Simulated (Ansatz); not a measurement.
```
CELL_PARAMETERS angstrom
4.04418 0.00000 0.00000
-2.02209 3.50236 0.00000
0.00000 0.00000 2.90127
ATOMIC_POSITIONS crystal
B 0.33333 0.66667 0.00000
B 0.66667 0.33333 0.00000
B 0.50000 0.00000 0.50000
B 0.50000 0.50000 0.50000
B 0.00000 0.50000 0.50000
N 0.00000 0.00000 0.00000
```

Space group P6/mmm; a structure generated by program, which may or may not match a known phase; spin-polarised.

These are results of DFT PBE, scalar-relativistic, plane waves, PAW in Ansatz 0.2.0, not measurements.

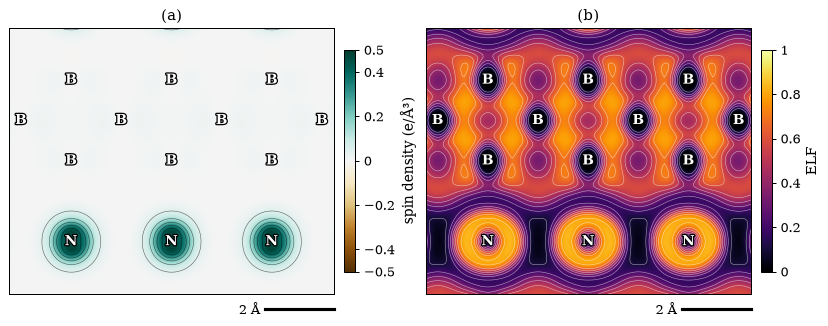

B₅N. (a) magnetisation density (up minus down); (b) ELF on the (110) plane of the conventional cell.

The density is the valence pseudo-density of a PAW calculation; it isn't the true density close to the nuclei.

**Interpret the plot.**

- The section cuts through B and N sites.
- B–B (1.86 Å): the ELF peaks at about 0.80 between the atoms.
- B–N (2.33 Å): the ELF peaks at about 0.80 in the valence shell of N, 0.6 Å from its nucleus, and drops to about 0.15 between the two atoms.
- The spin density sits on N: +0.5 μB in one cell of 6 atoms: parallel main moments, as they must be, since the calculation's own cell holds one magnetic site. The cell of the calculation (6 atoms) carries 0.6 μB of net spin moment.
